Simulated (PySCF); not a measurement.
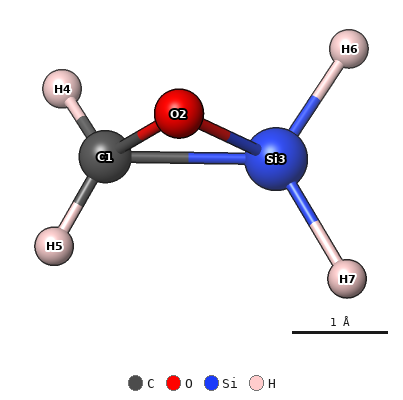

The starting structure (ball-and-stick view, seen at a tilt; atoms are numbered from 1 in the order of the input). Bond lengths as drawn: C–H 1.07 to 1.09 Å, C–O 1.37 Å, C–Si 1.81 Å, H–Si 1.49 to 1.54 Å and O–Si 1.65 Å.

## CH₄OSi: geometry relaxation (part 1 of 2)

System: CH₄OSi, SMILES C1O[SiH2]1.
Method: HF/cc-pVDZ, RHF, sfX2C (PySCF 2.14.0).

The geometry: force field. Figures and captions count atoms from 1; the log counts them from 0 in places.

### Log
```
#|     Arguments passed to driver run_optimizer():      |#
convergence_set           GAU_TIGHT
customengine              <pyscf.geomopt.geometric_solver.PySCFEngine object>
maxiter                   100
----------------------------------------------------------
Custom engine selected.
Bonds will be generated from interatomic distances less than 1.20 times sum of covalent radii
21 internal coordinates being used (instead of 21 Cartesians)
Internal coordinate system (atoms numbered from 1):
Distance 1-2
Distance 1-3
Distance 1-4
Distance 1-5
Distance 2-3
Distance 3-6
Distance 3-7
Angle 2-1-3
Angle 2-1-5
Angle 3-1-4
Angle 3-1-5
Angle 4-1-5
Angle 1-2-3
Angle 1-3-2
Angle 1-3-7
Angle 2-3-6
Angle 2-3-7
Angle 6-3-7
Out-of-Plane 1-2-4-5
Out-of-Plane 3-1-6-7
Dihedral 4-1-2-3
Dihedral 5-1-2-3
Dihedral 2-1-3-6
Dihedral 2-1-3-7
Dihedral 4-1-3-2
Dihedral 4-1-3-6
Dihedral 4-1-3-7
Dihedral 5-1-3-2
Dihedral 5-1-3-6
Dihedral 5-1-3-7
Dihedral 1-2-3-6
Dihedral 1-2-3-7
Translation-X 1-7
Translation-Y 1-7
Translation-Z 1-7
Rotation-A 1-7
Rotation-B 1-7
Rotation-C 1-7
<class 'geometric.internal.Distance'> : 7
<class 'geometric.internal.Angle'> : 11
<class 'geometric.internal.OutOfPlane'> : 2
<class 'geometric.internal.Dihedral'> : 12
<class 'geometric.internal.TranslationX'> : 1
<class 'geometric.internal.TranslationY'> : 1
<class 'geometric.internal.TranslationZ'> : 1
<class 'geometric.internal.RotationA'> : 1
<class 'geometric.internal.RotationB'> : 1
<class 'geometric.internal.RotationC'> : 1
> ===== Optimization Info: ====
> Job type: Energy minimization
> Maximum number of optimization cycles: 100
> Initial / maximum trust radius (Angstrom): 0.100 / 0.300
> Convergence Criteria:
> Will converge when all 5 criteria are reached:
>  |Delta-E| < 1.00e-06
>  RMS-Grad  < 1.00e-05
>  Max-Grad  < 1.50e-05
>  RMS-Disp  < 4.00e-05
>  Max-Disp  < 6.00e-05
> === End Optimization Info ===

Geometry optimization cycle 1
Cartesian coordinates (Angstrom)
 Atom        New coordinates             dX        dY        dZ
   C  -0.546800  -0.424700  -0.665100    0.000000  0.000000  0.000000
   O  -0.002100  -1.095200   0.400200    0.000000  0.000000  0.000000
  Si   0.476500   0.474100   0.521000    0.000000  0.000000  0.000000
   H  -1.573100  -0.132700  -0.617700    0.000000  0.000000  0.000000
   H  -0.193300  -0.531300  -1.687300    0.000000  0.000000  0.000000
   H  -0.090600   1.097100   1.745700    0.000000  0.000000  0.000000
   H   1.990500   0.544800   0.257500    0.000000  0.000000  0.000000

WARN: Mole.unit (angstrom) is changed to Bohr

converged SCF energy = -404.536946358835
--------------- DFsfX2C1eRHF_Scanner gradients ---------------
         x                y                z
0 C     0.0057121508    -0.0521973256     0.0300620775
1 O     0.0034502498     0.0602451208    -0.0127343520
2 Si    -0.0400201507    -0.0225877531    -0.0107716472
3 H     0.0193658955     0.0119396762    -0.0017950882
4 H    -0.0038829052     0.0161951901    -0.0036492229
5 H    -0.0057210364    -0.0052149254     0.0062500168
6 H     0.0210957961    -0.0083799830    -0.0073617840
----------------------------------------------
cycle 1: E = -404.536946359  dE = -404.537  norm(grad) = 0.105699
Step    0 : Gradient = 3.995e-02/6.167e-02 (rms/max) Energy = -404.5369463588
Hessian Eigenvalues: 2.76703e-02 3.42022e-02 3.84419e-02 ... 3.74407e-01 3.80778e-01 4.58289e-01

Geometry optimization cycle 2
Cartesian coordinates (Angstrom)
 Atom        New coordinates             dX        dY        dZ
   C  -0.539792  -0.339251  -0.699310    0.007008  0.085449 -0.034210
   O  -0.059969  -1.122141   0.355725   -0.057869 -0.026941 -0.044475
  Si   0.522083   0.460686   0.553287    0.045583 -0.013414  0.032287
   H  -1.620954  -0.226948  -0.618545   -0.047854 -0.094248 -0.000845
   H  -0.196131  -0.562036  -1.704871   -0.002831 -0.030736 -0.017571
   H  -0.006589   1.141983   1.744847    0.084011  0.044883 -0.000853
   H   1.962450   0.579808   0.323166   -0.028050  0.035008  0.065666
converged SCF energy = -404.550535992872
--------------- DFsfX2C1eRHF_Scanner gradients ---------------
         x                y                z
0 C     0.0194530526    -0.0215606515     0.0044049794
1 O    -0.0171482848     0.0160472059    -0.0132715499
2 Si     0.0052100460     0.0120805343     0.0012528237
3 H    -0.0006270392    -0.0036106061     0.0078714512
4 H    -0.0024244857     0.0049634074    -0.0007132657
5 H    -0.0007998661    -0.0036521977     0.0011306638
6 H    -0.0036634227    -0.0042676923    -0.0006751024
----------------------------------------------
cycle 2: E = -404.550535993  dE = -0.0135896  norm(grad) = 0.0438042
Step    1 : Displace = 8.081e-02/1.057e-01 (rms/max) Trust = 1.000e-01 (=) Grad = 1.656e-02/2.937e-02 (rms/max) E (change) = -404.5505359929 (-1.359e-02) Quality = 1.059
Hessian Eigenvalues: 2.86381e-02 3.19945e-02 4.36843e-02 ... 3.72823e-01 3.85290e-01 4.45333e-01

Geometry optimization cycle 3
Cartesian coordinates (Angstrom)
 Atom        New coordinates             dX        dY        dZ
   C  -0.561821  -0.330073  -0.681116   -0.022029  0.009178  0.018194
   O  -0.010849  -1.174709   0.336065    0.049119 -0.052568 -0.019660
  Si   0.537481   0.424741   0.570624    0.015398 -0.035946  0.017337
   H  -1.644402  -0.173449  -0.655595   -0.023448  0.053499 -0.037050
   H  -0.216514  -0.588435  -1.678784   -0.020383 -0.026399  0.026087
   H  -0.008531   1.154680   1.722339   -0.001943  0.012697 -0.022508
   H   1.965736   0.619347   0.340767    0.003286  0.039539  0.017600
converged SCF energy = -404.552759016904
--------------- DFsfX2C1eRHF_Scanner gradients ---------------
         x                y                z
0 C    -0.0002883928    -0.0102755431     0.0070565821
1 O     0.0004049649    -0.0052845153    -0.0095783595
2 Si     0.0097486995     0.0153285418     0.0078147871
3 H    -0.0038327848     0.0045930410    -0.0043014198
4 H    -0.0009890356    -0.0011919721     0.0003606788
5 H    -0.0001601499    -0.0006349927    -0.0017485372
6 H    -0.0048833013    -0.0025345595     0.0003962686
----------------------------------------------
cycle 3: E = -404.552759017  dE = -0.00222302  norm(grad) = 0.0275155
Step    2 : Displace = 4.989e-02/7.471e-02 (rms/max) Trust = 1.414e-01 (+) Grad = 1.040e-02/1.978e-02 (rms/max) E (change) = -404.5527590169 (-2.223e-03) Quality = 0.733
Hessian Eigenvalues: 2.82905e-02 2.93029e-02 4.47824e-02 ... 3.74920e-01 3.93979e-01 4.01299e-01

Geometry optimization cycle 4
Cartesian coordinates (Angstrom)
 Atom        New coordinates             dX        dY        dZ
   C  -0.560334  -0.318432  -0.686792    0.001487  0.011641 -0.005676
   O  -0.035825  -1.172216   0.349459   -0.024976  0.002493  0.013394
  Si   0.531356   0.415033   0.567936   -0.006126 -0.009707 -0.002688
   H  -1.641511  -0.194626  -0.651659    0.002891 -0.021176  0.003935
   H  -0.205517  -0.577547  -1.681966    0.010997  0.010889 -0.003182
   H  -0.001489   1.155561   1.724597    0.007042  0.000881  0.002258
   H   1.974420   0.624327   0.332725    0.008684  0.004980 -0.008041
converged SCF energy = -404.55364994263
--------------- DFsfX2C1eRHF_Scanner gradients ---------------
         x                y                z
0 C     0.0018547641    -0.0038850397     0.0050834390
1 O    -0.0033882082    -0.0048855408    -0.0051967602
2 Si     0.0019685119     0.0090865776     0.0024542327
3 H    -0.0010659877     0.0005271855    -0.0011781232
4 H    -0.0005408470    -0.0001783185    -0.0006770914
5 H    -0.0004617347    -0.0000838841    -0.0001293191
6 H     0.0016335016    -0.0005809800    -0.0003563779
----------------------------------------------
cycle 4: E = -404.553649943  dE = -0.000890926  norm(grad) = 0.0143579
Step    3 : Displace = 1.715e-02/2.801e-02 (rms/max) Trust = 1.414e-01 (=) Grad = 5.427e-03/9.616e-03 (rms/max) E (change) = -404.5536499426 (-8.909e-04) Quality = 1.248
Hessian Eigenvalues: 2.68359e-02 2.88418e-02 4.49150e-02 ... 3.51851e-01 3.84204e-01 3.97021e-01

Geometry optimization cycle 5
Cartesian coordinates (Angstrom)
 Atom        New coordinates             dX        dY        dZ
   C  -0.560243  -0.312818  -0.691224    0.000091  0.005614 -0.004432
   O  -0.043658  -1.168822   0.360859   -0.007832  0.003394  0.011400
  Si   0.527431   0.405248   0.566748   -0.003925 -0.009785 -0.001187
   H  -1.639428  -0.198606  -0.653101    0.002083 -0.003981 -0.001441
   H  -0.195344  -0.574551  -1.681462    0.010173  0.002996  0.000504
   H   0.008827   1.153200   1.725963    0.010316 -0.002361  0.001365
   H   1.963515   0.628449   0.326517   -0.010906  0.004123 -0.006208
converged SCF energy = -404.553900349722
--------------- DFsfX2C1eRHF_Scanner gradients ---------------
         x                y                z
0 C     0.0014026873    -0.0012031711     0.0025229577
1 O    -0.0022599169    -0.0015401299    -0.0011179873
2 Si     0.0005886697     0.0026907526    -0.0011463484
3 H     0.0004835130    -0.0003117912     0.0000457966
4 H    -0.0000519553     0.0006131771    -0.0006360259
5 H     0.0000611301    -0.0001236096     0.0001937214
6 H    -0.0002241279    -0.0001252278     0.0001378859
----------------------------------------------
cycle 5: E = -404.55390035  dE = -0.000250407  norm(grad) = 0.00535427
Step    4 : Displace = 1.062e-02/1.394e-02 (rms/max) Trust = 2.000e-01 (+) Grad = 2.024e-03/3.127e-03 (rms/max) E (change) = -404.5539003497 (-2.504e-04) Quality = 1.181
Hessian Eigenvalues: 2.30247e-02 2.89237e-02 4.52896e-02 ... 3.51894e-01 3.81301e-01 3.98356e-01

Geometry optimization cycle 6
Cartesian coordinates (Angstrom)
 Atom        New coordinates             dX        dY        dZ
   C  -0.561740  -0.309281  -0.693108   -0.001497  0.003537 -0.001884
   O  -0.041506  -1.168273   0.361743    0.002152  0.000549  0.000884
  Si   0.528138   0.400119   0.568486    0.000707 -0.005129  0.001737
   H  -1.641214  -0.196765  -0.653735   -0.001786  0.001841 -0.000634
   H  -0.195372  -0.577496  -1.680268   -0.000028 -0.002945  0.001194
   H   0.008500   1.152549   1.724535   -0.000328 -0.000651 -0.001428
   H   1.964295   0.631247   0.326647    0.000780  0.002798  0.000130
converged SCF energy = -404.553942715984
--------------- DFsfX2C1eRHF_Scanner gradients ---------------
         x                y                z
0 C     0.0003180032    -0.0001707605     0.0008754763
1 O    -0.0006294943    -0.0001637770    -0.0000923978
2 Si    -0.0003035133    -0.0000113125    -0.0007611110
3 H     0.0002154154    -0.0001549374    -0.0000239407
4 H     0.0000858425     0.0003088391    -0.0001140669
5 H     0.0000307555     0.0000153440     0.0000817208
6 H     0.0002829910     0.0001766042     0.0000343194
----------------------------------------------
cycle 6: E = -404.553942716  dE = -4.23663e-05  norm(grad) = 0.00151887
Step    5 : Displace = 3.421e-03/5.460e-03 (rms/max) Trust = 2.828e-01 (+) Grad = 5.741e-04/9.470e-04 (rms/max) E (change) = -404.5539427160 (-4.237e-05) Quality = 1.182
Hessian Eigenvalues: 2.24087e-02 2.89229e-02 4.42568e-02 ... 3.51961e-01 3.76694e-01 3.97208e-01

Geometry optimization cycle 7
Cartesian coordinates (Angstrom)
 Atom        New coordinates             dX        dY        dZ
   C  -0.561803  -0.308330  -0.694079   -0.000063  0.000951 -0.000971
   O  -0.039427  -1.167668   0.360925    0.002079  0.000604 -0.000818
  Si   0.528648   0.399867   0.569290    0.000510 -0.000252  0.000805
   H  -1.641467  -0.195581  -0.653354   -0.000253  0.001185  0.000380
   H  -0.196686  -0.579805  -1.680665   -0.001314 -0.002309 -0.000398
   H   0.007826   1.152433   1.724595   -0.000674 -0.000116  0.000060
   H   1.964009   0.631185   0.327588   -0.000286 -0.000063  0.000942
converged SCF energy = -404.553947303126
--------------- DFsfX2C1eRHF_Scanner gradients ---------------
         x                y                z
0 C    -0.0000601011    -0.0000150338     0.0002360321
1 O    -0.0000609865     0.0001082220    -0.0000183745
2 Si     0.0000028624    -0.0001788127    -0.0002142684
3 H     0.0000335640    -0.0000268212    -0.0000671508
4 H     0.0000614735     0.0000358300    -0.0000080933
5 H     0.0000313391     0.0000089836     0.0000308487
6 H    -0.0000081514     0.0000676322     0.0000410061
----------------------------------------------
cycle 7: E = -404.553947303  dE = -4.58714e-06  norm(grad) = 0.00041597
Step    6 : Displace = 1.623e-03/2.703e-03 (rms/max) Trust = 3.000e-01 (+) Grad = 1.572e-04/2.791e-04 (rms/max) E (change) = -404.5539473031 (-4.587e-06) Quality = 1.146
Hessian Eigenvalues: 2.29690e-02 2.88917e-02 4.19328e-02 ... 3.52016e-01 3.74880e-01 3.94447e-01

Geometry optimization cycle 8
Cartesian coordinates (Angstrom)
 Atom        New coordinates             dX        dY        dZ
   C  -0.561576  -0.308202  -0.694295    0.000227  0.000128 -0.000215
   O  -0.038737  -1.167643   0.360548    0.000690  0.000026 -0.000377
  Si   0.528820   0.400028   0.569481    0.000172  0.000161  0.000190
   H  -1.641258  -0.195209  -0.652613    0.000209  0.000372  0.000741
   H  -0.197376  -0.580206  -1.681026   -0.000690 -0.000401 -0.000360
   H   0.006959   1.152515   1.724280   -0.000867  0.000082 -0.000315
   H   1.964269   0.630817   0.327924    0.000260 -0.000368  0.000336
converged SCF energy = -404.55394767967
--------------- DFsfX2C1eRHF_Scanner gradients ---------------
         x                y                z
0 C    -0.0000570130    -0.0000116290     0.0000692481
1 O     0.0000008727     0.0000670602    -0.0000320909
2 Si     0.0000400307    -0.0000545390    -0.0000180755
3 H    -0.0000066949    -0.0000022513    -0.0000363155
4 H     0.0000255858    -0.0000117987     0.0000075943
5 H     0.0000030994    -0.0000059925     0.0000010605
6 H    -0.0000058806     0.0000191503     0.0000085789
----------------------------------------------
cycle 8: E = -404.55394768  dE = -3.76544e-07  norm(grad) = 0.000146131
Step    7 : Displace = 7.067e-04/9.320e-04 (rms/max) Trust = 3.000e-01 (=) Grad = 5.523e-05/9.045e-05 (rms/max) E (change) = -404.5539476797 (-3.765e-07) Quality = 1.230
Hessian Eigenvalues: 2.30676e-02 2.65257e-02 4.11404e-02 ... 3.51906e-01 3.73503e-01 3.83549e-01

Geometry optimization cycle 9
Cartesian coordinates (Angstrom)
 Atom        New coordinates             dX        dY        dZ
   C  -0.561420  -0.308205  -0.694385    0.000157 -0.000002 -0.000090
   O  -0.038533  -1.167700   0.360460    0.000204 -0.000058 -0.000088
  Si   0.528799   0.400099   0.569505   -0.000020  0.000071  0.000025
   H  -1.641080  -0.195117  -0.652229    0.000178  0.000092  0.000384
   H  -0.197624  -0.580223  -1.681244   -0.000248 -0.000017 -0.000218
   H   0.006655   1.152623   1.724153   -0.000303  0.000108 -0.000127
   H   1.964302   0.630623   0.328038    0.000033 -0.000194  0.000114
converged SCF energy = -404.553947734426
```
